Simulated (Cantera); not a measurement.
Input: 1 mol Si(CH₃)₄, 0.025 mol CH₄, 2.5 mol H₂, 0.042 mol HCl, held at 120 Torr.

Equilibrium computed with Cantera from the NASA thermochemical tables; the gas is ideal and each condensed phase is pure. Candidate condensed phases: C, C₆H₆, C₇H₈, C₈H₁₈, Si, SiC; 109 gas species. Gases not in the tables: Si₂H₆ and higher silanes. Equilibrium is a limit: real reactors are often held back by kinetics, nucleation or transport.

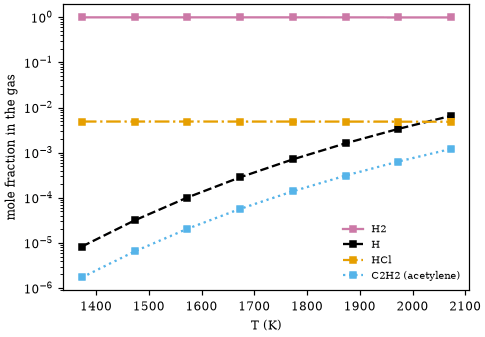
Fig. 1. Equilibrium gas composition (values under 1e-9 drawn at 1e-9)

Question: Read off the mole fractions at 1973 K.

Answer: H₂ about 0.99, HCl about 0.0049, H about 0.0034, C₂H₂ (acetylene) about 0.00063.
